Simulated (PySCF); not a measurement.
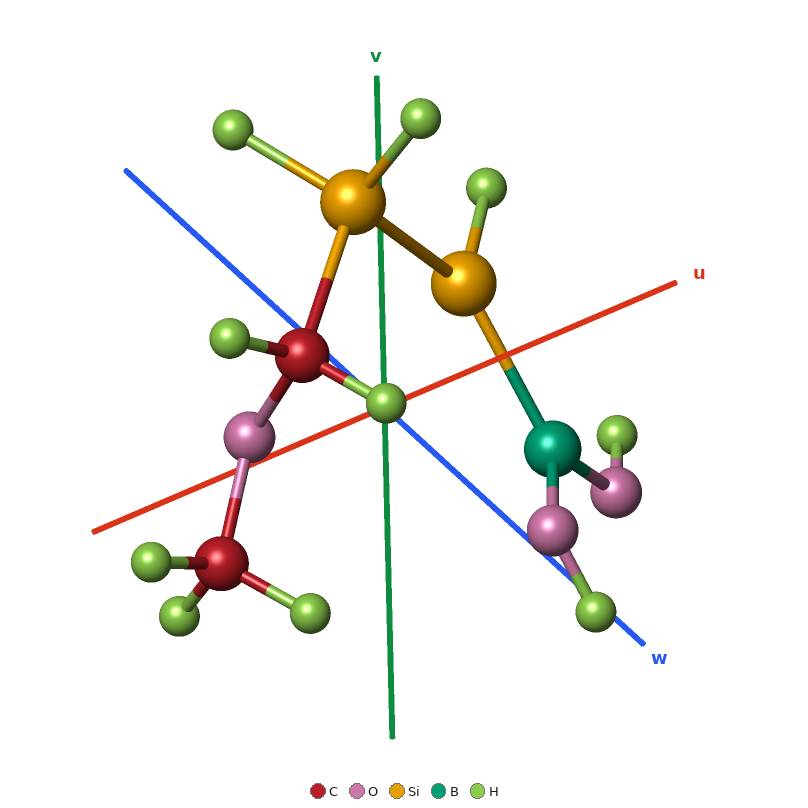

The lines u, v and w are the principal axes of the g tensor. Charge 0, doublet. Computed geometry: GFN2-xTB optimisation. No frequency run is at hand to confirm it as a minimum. Level of theory: UKS B3LYP, pcH-1 on B C H O Si, non-relativistic, mean-field spin-orbit, GIAO (PySCF 2.14.0).

Question: Along which axis does g lie farthest from the free-electron value?

Answer: Along v: the shift is 4508 ppm.

Give the principal values and shifts.

| axis | g | shift (ppm) |
| --- | --- | --- |
| u | 2.00222 | −97 |
| v | 2.00683 | 4508 |
| w | 2.00514 | 2825 |

The geometry is semi-empirical. Around B, Si such bond lengths and angles can be off by a tenth of an ångström or more and by several degrees, and values that hang on the shape move with them.
